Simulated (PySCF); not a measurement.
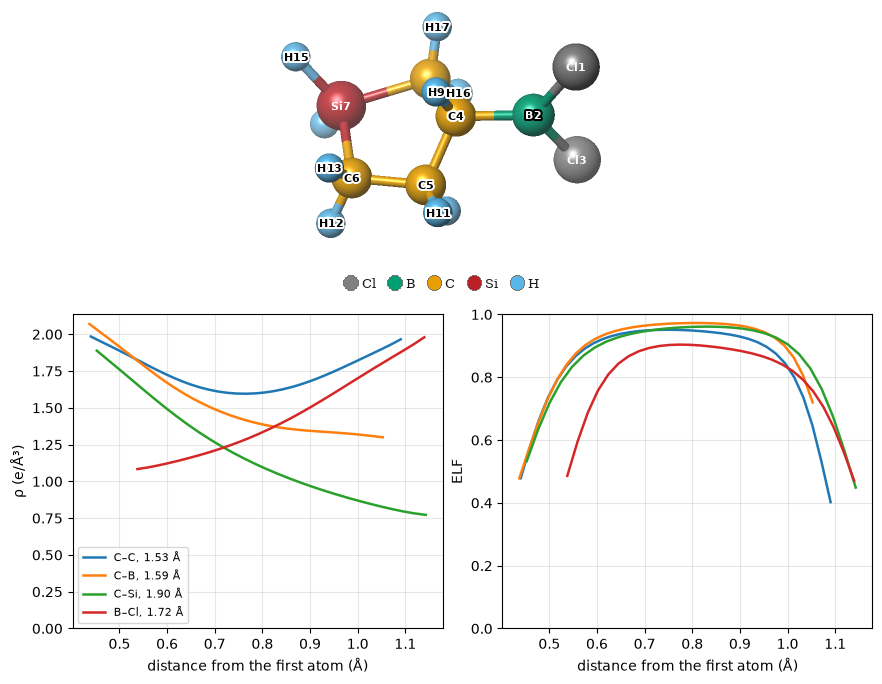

*C4H9BCl2Si. Total electron density and electron localisation function along straight lines between neighbouring atoms. The curves leave out the atomic cores. The structure is drawn too.*

Geometry: GFN2-xTB.

Method: PBE0/pcSseg-1, SCF density, gas phase, non-relativistic in PySCF 2.14.0.

```yaml
atoms:
  - { symbol: Cl, position_ang: [3.4664, 1.4907, -0.0812] }
  - { symbol: B, position_ang: [2.3189, 0.2269, -0.2999] }
  - { symbol: Cl, position_ang: [2.8544, -1.2246, -1.0526] }
  - { symbol: C, position_ang: [0.7972, 0.4061, 0.1208] }
  - { symbol: C, position_ang: [0.2093, -0.7742, 0.9139] }
  - { symbol: C, position_ang: [-1.2906, -0.5334, 1.0977] }
  - { symbol: Si, position_ang: [-1.8625, 0.2465, -0.5435] }
  - { symbol: C, position_ang: [-0.0797, 0.5665, -1.1457] }
  - { symbol: H, position_ang: [0.6626, 1.3084, 0.7271] }
  - { symbol: H, position_ang: [0.3671, -1.6931, 0.3468] }
  - { symbol: H, position_ang: [0.7161, -0.8824, 1.8750] }
  - { symbol: H, position_ang: [-1.7979, -1.4603, 1.3569] }
  - { symbol: H, position_ang: [-1.4510, 0.1550, 1.9278] }
  - { symbol: H, position_ang: [-2.5883, -0.6743, -1.4207] }
  - { symbol: H, position_ang: [-2.6185, 1.4864, -0.3467] }
  - { symbol: H, position_ang: [0.2118, -0.1763, -1.8889] }
  - { symbol: H, position_ang: [0.0779, 1.5441, -1.5966] }
```

Compare the contacts.

Answer. C–C (1.53 Å): the density is about 1.6 e/Å³ at the midpoint; the ELF peaks at about 0.95 between the atoms, as expected for localised, covalent bonding.
C–B (1.59 Å): ρ is about 1.4 e/Å³ halfway; the ELF peaks at about 1 between the atoms: localised, covalent bonding.
C–Si (1.90 Å): the density is about 0.91 e/Å³ at the midpoint; the ELF peaks at about 0.95 between the atoms (localised, covalent bonding).
B–Cl (1.72 Å): ρ at the midpoint is about 1.4 e/Å³; the ELF peaks at about 0.90 between the atoms, as expected for a shared but strongly polarised pair.
